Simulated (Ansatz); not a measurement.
H₄C₂O: several calculations on one system

### Relaxation

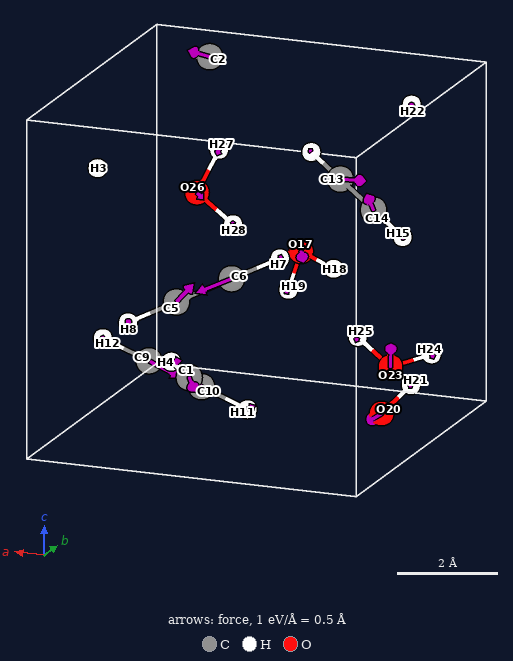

Starting geometry of an amorphous cell of composition H4C2O with the computed forces as purple arrows. The picture is a ball-and-stick view of the cell of the calculation, seen from a free direction.

The cell holds 4 C2H2 + 4 H2O. The run prepares the start of a later molecular dynamics calculation, from a guessed geometry.

Method: Ansatz, DFT PBE, scalar-relativistic, plane waves, PAW.

Input
```yaml
accuracy: low
crystal:
  lattice:
    - [7.113787, 0.0, 0.0]
    - [0.0, 7.113787, 0.0]
    - [0.0, 0.0, 7.113787]
  atoms:
    - { symbol: C, position: [0.8099609, 0.7681696, 1.0447772] }
    - { symbol: C, position: [0.8044173, 0.911341, 0.9515146] }
    - { symbol: H, position: [0.7995586, 1.0368243, 0.869774] }
    - { symbol: H, position: [0.8148195, 0.6426862, 1.1265178] }
    - { symbol: C, position: [0.7276507, 0.4609544, 0.3633581] }
    - { symbol: C, position: [0.5988123, 0.5587533, 0.4187003] }
    - { symbol: H, position: [0.4858913, 0.6444697, 0.4672052] }
    - { symbol: H, position: [0.8405717, 0.375238, 0.3148531] }
    - { symbol: C, position: [0.6598648, 0.0780228, 0.3053343] }
    - { symbol: C, position: [0.5292065, 0.1513089, 0.2229677] }
    - { symbol: H, position: [0.4146903, 0.2155408, 0.1507771] }
    - { symbol: H, position: [0.774381, 0.0137908, 0.3775249] }
    - { symbol: C, position: [0.3057656, 0.6529473, 0.7186834] }
    - { symbol: C, position: [0.2493432, 0.7648159, 0.6023709] }
    - { symbol: H, position: [0.1998914, 0.8628638, 0.5004281] }
    - { symbol: H, position: [0.3552174, 0.5548994, 0.8206262] }
    - { symbol: O, position: [0.2957191, 0.3256314, 0.5989365] }
    - { symbol: H, position: [0.2357963, 0.4241666, 0.526564] }
    - { symbol: H, position: [0.2915464, 0.2171894, 0.5167136] }
    - { symbol: O, position: [0.1160791, 0.4899239, 0.0943736] }
    - { symbol: H, position: [0.0220573, 0.4768212, 0.1919744] }
    - { symbol: H, position: [0.0508425, 0.5553436, -0.0056371] }
    - { symbol: O, position: [0.2158946, 0.8108815, 0.1300344] }
    - { symbol: H, position: [0.0900136, 0.8083978, 0.1818561] }
    - { symbol: H, position: [0.2923919, 0.7527938, 0.2265314] }
    - { symbol: O, position: [0.5082012, 0.0633317, 0.8225744] }
    - { symbol: H, position: [0.463449, 0.1195648, 0.9382151] }
    - { symbol: H, position: [0.3988422, 0.0633414, 0.7414677] }
basis:
  ecutwfc: 420.0
kpoints:
  mp_grid: { grid: [1, 1, 1] }
hamiltonian:
  xc: pbe
scf:
  occupations: { method: fermi_dirac, width: 0.05 }
  lower_state_search: "off"
relax:
  f_tol: 0.3
  max_steps: 15
  adjacent_minimum: "off"
output:
  write_density: true
  write_potential: true
  elf: true
  volumetric_format: npy
```

Launched with:
```bash
ansatz run input.yaml --threads 1 --pin off --max-ram 3072MiB --backend cpu --events-out ev --progress --plain --runs-dir out
```

Question: Is this structure relaxed? If not, where do the atoms go?

Answer: It isn't relaxed: the largest force vector, on O23, is 1.81 eV/Å. The final displacements have little in common with the starting forces (cosine between the two patterns 0.19). The largest move is that of H8, 1.51 Å along [2 0 3]. By element the largest moves are H 1.51 Å, O 1.25 Å, C 1.18 Å. The cell doesn't change. Among the contacts that change: C10–H11 1.066 → 1.089 Å, C14–H15 1.066 → 1.084 Å, O17–H18 0.969 → 0.979 Å, C13–H16 1.066 → 1.073 Å. Among the angles between lasting bonds that change: C13–C14–H15 180.0° → 176.5°, C2–C1–H4 180.0° → 177.6°, H24–O23–H25 104.0° → 101.6°. Over 14 geometry steps the energy falls by 117 meV per atom. The largest force component goes from 1.7 to 0.29 eV/Å. The forces were under the threshold at step 10, but the run went on from there. Cost: 30 s on 1 thread of Arm Neoverse V2, on a shared host, peak memory 0.4 GiB.

Limits of the set-up: the program's low-accuracy preset was used; the periodic images lie only 7.1 Å apart, so the values are limited by the cell's size.

### Dynamics

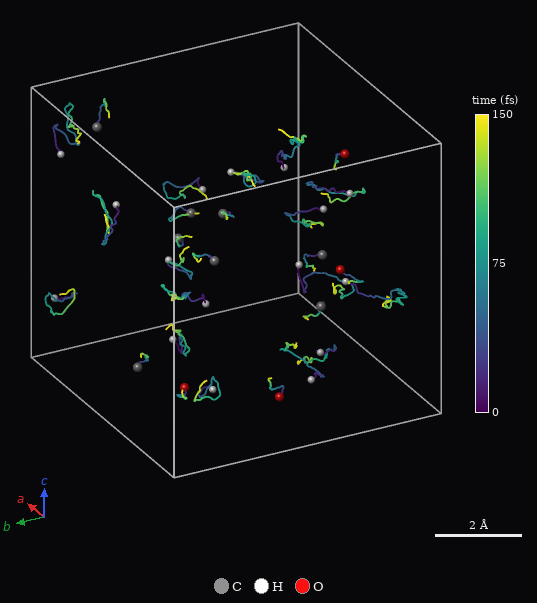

Molecular dynamics of a periodic cell with 4 C2H2 + 4 H2O at 0.813 g/cm³, 150 fs long. Lines trace each atom's path, coloured by time; spheres stand at the starting positions. Seen from a free direction in the simulation cell.

All numbers below come from DFT PBE, scalar-relativistic, plane waves, PAW (Ansatz 0.2.0). Run with plane-wave cutoff 420 eV; k-point mesh 1 × 1 × 1; Fermi-Dirac smearing 0.05 eV; low-accuracy preset; Langevin thermostat (NVT); set temperature 500 K; time step 0.5 fs; friction 0.02 per fs.

Describe the motion.

Answer. In the second half of the run the atoms are, in the root-mean-square, this far from where they began (common drift taken out): H 0.92 Å, O 0.61 Å, C 0.46 Å. The heavy atoms stay within a fraction of a molecule's size of their starting places; so short a run doesn't tell a liquid from a solid. Over the second half the temperature averages 484 K (spread ±58 K). The potential energy is still drifting at the end, so the run hasn't reached equilibrium. The potential energy in the second half lies on average 43.3 meV per atom above the first frame.

Limits of the set-up: the program's low-accuracy preset was used; the periodic images lie only 7.1 Å apart, so the values are limited by the cell's size.

### Dynamics

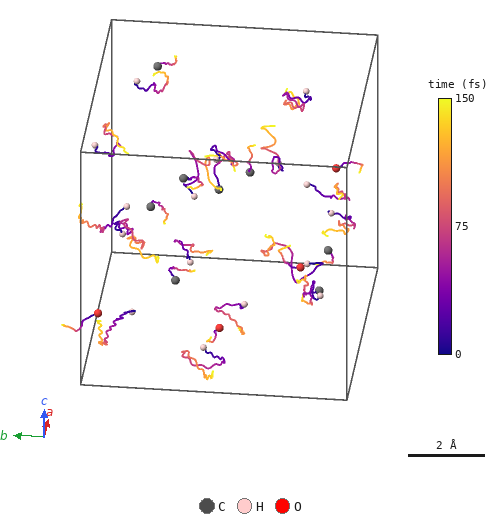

Molecular dynamics of a periodic cell with 4 C2H2 + 4 H2O at 0.813 g/cm³, 150 fs long. It starts from the last geometry of an earlier run, with fresh velocities. Lines trace each atom's path, coloured by time; spheres stand at the starting positions. Seen from a free direction in the simulation cell.

All numbers below come from DFT PBE, scalar-relativistic, plane waves, PAW (Ansatz 0.2.0). Settings: plane-wave cutoff 420 eV; k-point mesh 1 × 1 × 1; Fermi-Dirac smearing 0.05 eV; low-accuracy preset; Nosé-Hoover thermostat (NVT); set temperature 500 K; time step 0.75 fs; thermostat time 3.0 fs.

How do the atoms move?

Root-mean-square distances from the starting positions over the second half, with the common drift of all atoms taken out: H 0.85 Å, O 0.81 Å, C 0.56 Å. The heavy atoms stay within a fraction of a molecule's size of their starting places; so short a run doesn't tell a liquid from a solid. Over the second half the temperature averages 501 K (spread ±43 K). The potential energy in the second half lies on average 22.2 meV per atom above the first frame. The thermostat's time constant is so short that it disturbs the motion.

Limits of the set-up: the program's low-accuracy preset was used; the periodic images lie only 7.1 Å apart, so the values are limited by the cell's size.

Cost: 4.5 min on 1 thread of Arm Neoverse V2, with other jobs on the host, peak memory 0.39 GiB.
